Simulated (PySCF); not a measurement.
# CH6NPSi (SMILES C1NP[SiH2]1): PBE0/def2-SVP

What is the vertical ionisation energy of CH6NPSi at PBE0/def2-SVP? 

The results are computed with PySCF 2.14.0.

## (1) The system as given

The species is CH6NPSi (10 atoms), meant as a singlet with charge 0. SMILES: `C1NP[SiH2]1`. Geometry: relaxed at PBE0-D4/def2-TZVP.

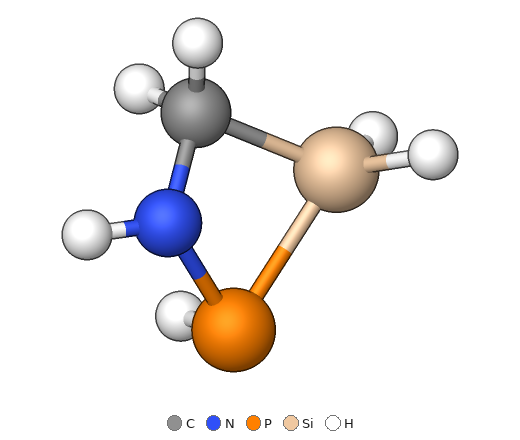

The structure, seen from a chosen angle (carbon grey, nitrogen blue, phosphorus orange, silicon light orange, hydrogen white).

## (2) A single-point energy at PBE0/def2-SVP

Contents of start.xyz:

```xyz
10

C     -0.518900     0.753700    -0.280300
N      0.388700     0.867200     0.865200
P      0.973900    -0.716000     1.275900
Si     0.382300    -0.797300    -0.907400
H     -0.525900     1.647300    -0.910700
H     -1.554200     0.512400     0.003600
H      0.126500     1.500500     1.609100
H     -0.253100    -1.393600     1.631500
H      1.493100    -0.499900    -1.848100
H     -0.429200    -1.925500    -1.435800
```

Contents of run.py:

```python
from pyscf import gto, dft

mol = gto.M(
    atom='start.xyz',
    basis='def2-svp',
    charge=0,
    verbose=3,
    max_memory=1860,
    spin=0,
)

myscf = dft.RKS(mol)
myscf.xc = 'pbe0'
myscf.conv_tol = 1e-10
myscf.grids.level = 4
myscf.kernel()
if not myscf.converged:
    myscf = myscf.newton().run(myscf.mo_coeff, myscf.mo_occ)

etot = myscf.e_tot
print('E(%s) = %.9f' % ('PBE0', etot))
```

Started as:

```sh
$ OMP_NUM_THREADS=1 python run.py
```

The program printed:

```text
converged SCF energy = -726.649992423258
E(PBE0) = -726.649992423
```

Wall time 15 s (1 thread of Arm Neoverse V2, shared host); peak memory 0.48 GiB.

## (3) The doublet cation, same level

Contents of job.py:

```python
from pyscf import gto, dft

mol = gto.M(
    atom=[
    ('C', (-0.518900, 0.753700, -0.280300)),
    ('N', (0.388700, 0.867200, 0.865200)),
    ('P', (0.973900, -0.716000, 1.275900)),
    ('Si', (0.382300, -0.797300, -0.907400)),
    ('H', (-0.525900, 1.647300, -0.910700)),
    ('H', (-1.554200, 0.512400, 0.003600)),
    ('H', (0.126500, 1.500500, 1.609100)),
    ('H', (-0.253100, -1.393600, 1.631500)),
    ('H', (1.493100, -0.499900, -1.848100)),
    ('H', (-0.429200, -1.925500, -1.435800)),
],
    basis='def2-svp',
    max_memory=1860,
    charge=1,
    spin=1,
    verbose=3,
)

mf = dft.UKS(mol)
mf.xc = 'pbe0'
mf.conv_tol = 1e-10
mf.grids.level = 4
mf.kernel()
if not mf.converged:
    mf = mf.newton().run(mf.mo_coeff, mf.mo_occ)

e_final = mf.e_tot
print('Final energy', e_final)
```

Started as:

```sh
$ OMP_NUM_THREADS=1 python job.py
```

The program printed:

```text
converged SCF energy = -726.333030108808  <S^2> = 0.75784516  2S+1 = 2.0078298
Final energy -726.3330301088077
```

It took 37 s on 1 thread of Arm Neoverse V2, shared host; peak memory 0.5 GiB.

## (4) Results

Level: PBE0/def2-SVP.

```
                                          quantity          value
                     singlet CH6NPSi: total energy  -726.64999 Eh
                    singlet CH6NPSi: dipole moment         1.70 D
                      singlet CH6NPSi: HOMO energy       -6.53 eV
                      singlet CH6NPSi: LUMO energy        0.01 eV
                    singlet CH6NPSi: HOMO–LUMO gap        6.54 eV
                      doublet cation: total energy  -726.33303 Eh
doublet cation: HOMO energy (highest over α and β)      -13.11 eV
 doublet cation: LUMO energy (lowest over α and β)      -10.71 eV
                              doublet cation: ⟨S²⟩          0.758
vertical ionisation energy (to the doublet cation)       8.625 eV
```

Removing an electron at fixed nuclei costs 8.62 eV (199 kcal/mol). The negative HOMO energy of the first species, 6.53 eV, lies 2.09 eV below that difference. Mulliken charges (singlet CH6NPSi) run from -0.47 on N2 to +0.34 on Si4; they depend strongly on the basis.
